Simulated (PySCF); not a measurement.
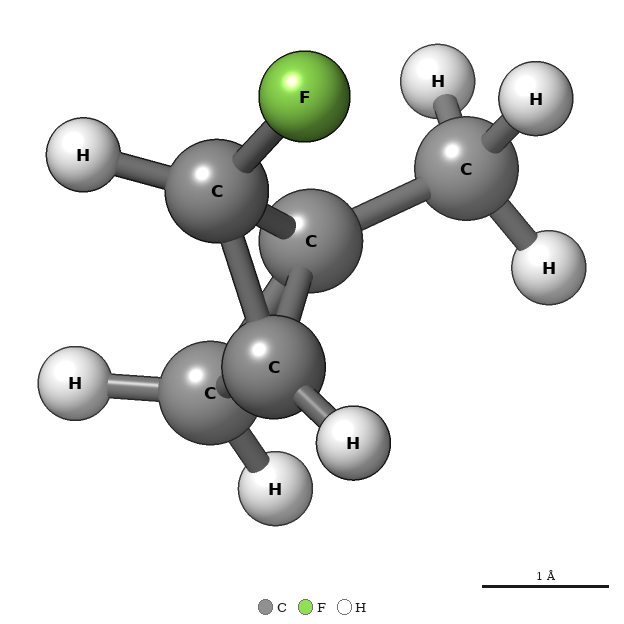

A ball-and-stick model of a molecule. Every bond is drawn as one stick, whatever its order.

Computed geometry: PBE0-D3(BJ)/def2-SVP optimisation. No frequency run is at hand to confirm it as a minimum.

Give the formula.

C₅H₇F, 13 atoms: 5 carbon, 7 hydrogen and 1 fluorine.

Describe its rings.

Independent rings (smallest set): 2 of 3 members.

The parts below concern this one geometry. Atoms keep their numbers from picture to picture.

Shape

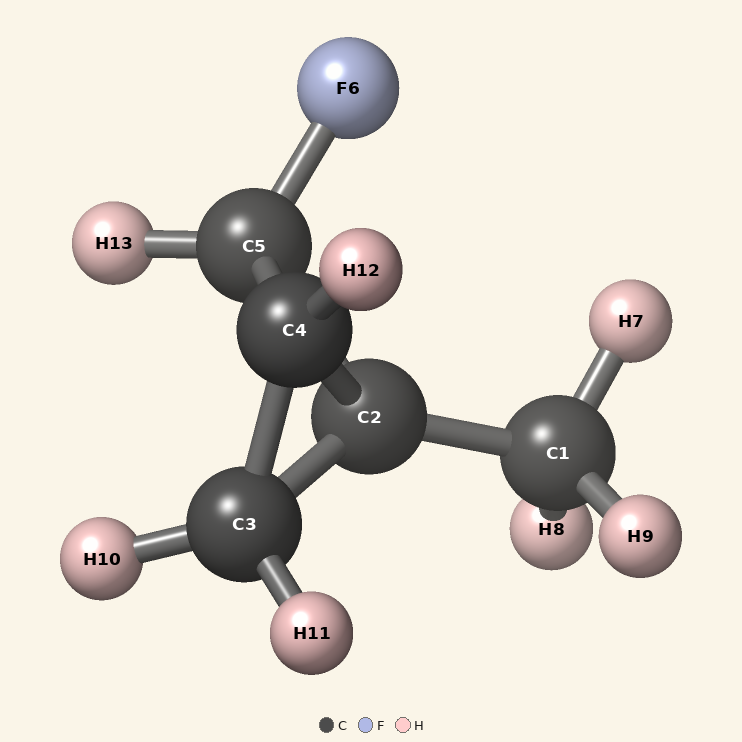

Numbered structure. No frequency run is at hand to confirm it as a minimum.

Give the bond lengths.

```json
{"bond": "C1–C2", "length (Å)": "1.487", "order": "single"}
{"bond": "C1–H7", "length (Å)": "1.100", "order": "single"}
{"bond": "C1–H8", "length (Å)": "1.102", "order": "single"}
{"bond": "C1–H9", "length (Å)": "1.101", "order": "single"}
{"bond": "C2–C3", "length (Å)": "1.489", "order": "single"}
{"bond": "C2–C4", "length (Å)": "1.491", "order": "single"}
{"bond": "C2–C5", "length (Å)": "1.486", "order": "single"}
{"bond": "C3–C4", "length (Å)": "1.490", "order": "single"}
{"bond": "C3–H10", "length (Å)": "1.101", "order": "single"}
{"bond": "C3–H11", "length (Å)": "1.096", "order": "single"}
{"bond": "C4–C5", "length (Å)": "1.482", "order": "single"}
{"bond": "C4–H12", "length (Å)": "1.089", "order": "single"}
{"bond": "C5–F6", "length (Å)": "1.358", "order": "single"}
{"bond": "C5–H13", "length (Å)": "1.102", "order": "single"}
```

Levels of theory compared

No frequency run is at hand to confirm it as a minimum. Program: PySCF 2.14.0.

Compare HOMO energy (eV) at these levels: B97-D/pcSseg-1; BHandHLYP/pcSseg-1; CAM-B3LYP/pcSseg-1; LC-wPBE/pcSseg-1; OPBE/pcSseg-1; PBE0/6-31G*; PBE0/aug-cc-pVDZ; PBE0/cc-pVDZ; PBE0/pcSseg-2; mPW1PW91/pcSseg-1.

```json
{"level": "B97-D/pcSseg-1", "HOMO energy (eV)": "−5.93"}
{"level": "BHandHLYP/pcSseg-1", "HOMO energy (eV)": "−8.25"}
{"level": "CAM-B3LYP/pcSseg-1", "HOMO energy (eV)": "−8.49"}
{"level": "LC-wPBE/pcSseg-1", "HOMO energy (eV)": "−9.84"}
{"level": "OPBE/pcSseg-1", "HOMO energy (eV)": "−5.92"}
{"level": "PBE0/6-31G*", "HOMO energy (eV)": "−6.90"}
{"level": "PBE0/aug-cc-pVDZ", "HOMO energy (eV)": "−7.11"}
{"level": "PBE0/cc-pVDZ", "HOMO energy (eV)": "−7.01"}
{"level": "PBE0/pcSseg-2", "HOMO energy (eV)": "−7.14"}
{"level": "mPW1PW91/pcSseg-1", "HOMO energy (eV)": "−7.19"}
```

Ring current

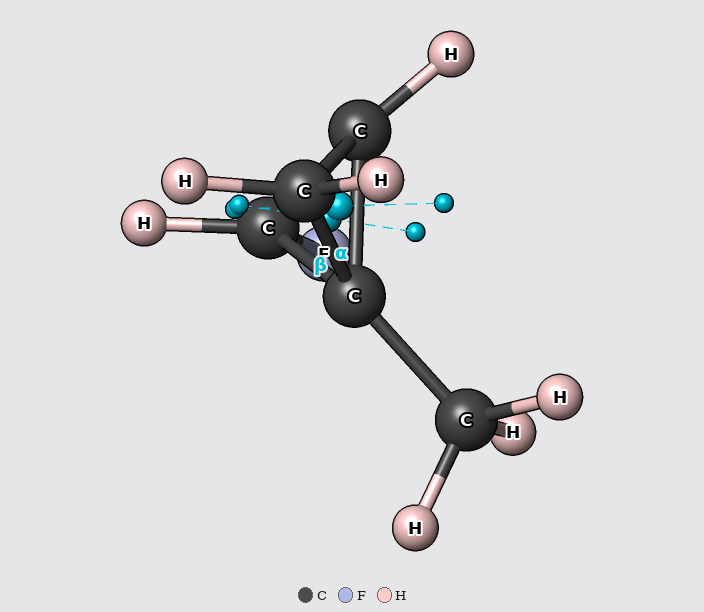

The small points mark where nucleus-independent chemical shifts (NICS) were computed: at the centre of each lettered ring and 1 Å above and below it. No frequency run is at hand to confirm it as a minimum. Properties computed with GIAO PBE0/6-31G NMR shielding, non-relativistic, gas phase (PySCF 2.14.0).

Give NICS(0), NICS(1) and the out-of-plane component NICS(1)zz for each ring (means of the two sides).

```
ring  members  NICS(0)  NICS(1)  NICS(1)zz
   α       C3    −43.5    −10.0      −19.5
   β       C3    −40.9     −9.8      −17.3
```

Values in ppm.

NMR shielding

The questions are on isotropic NMR shieldings of the H atoms. No frequency run is at hand to confirm it as a minimum. Level of theory: GIAO PBE0/aug-cc-pVDZ NMR shielding, non-relativistic, gas phase (PySCF 2.14.0).

Give the isotropic NMR shieldings of the H atoms atom by atom.

```tsv
atom	σ (ppm)
H7	29.59
H8	29.60
H9	30.30
H10	31.32
H11	30.31
H12	29.89
H13	27.91
```

Dipole moment

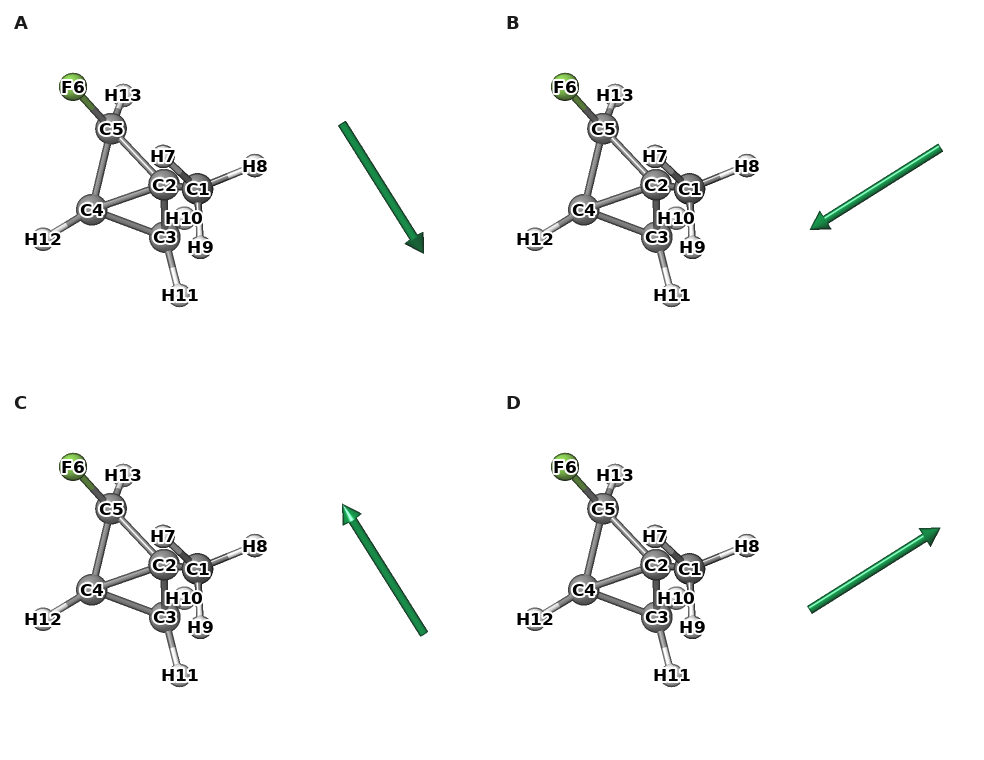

The same molecule four times, each with an arrow. No frequency run is at hand to confirm it as a minimum. Properties computed with PBE0/pcSseg-0, gas phase (PySCF 2.14.0).

Which arrow points along the dipole moment, from the negative to the positive end?

A. The dipole moment is 1.68 D; it points from the side of F6 to the side of H11 (the outermost atoms at the two ends).
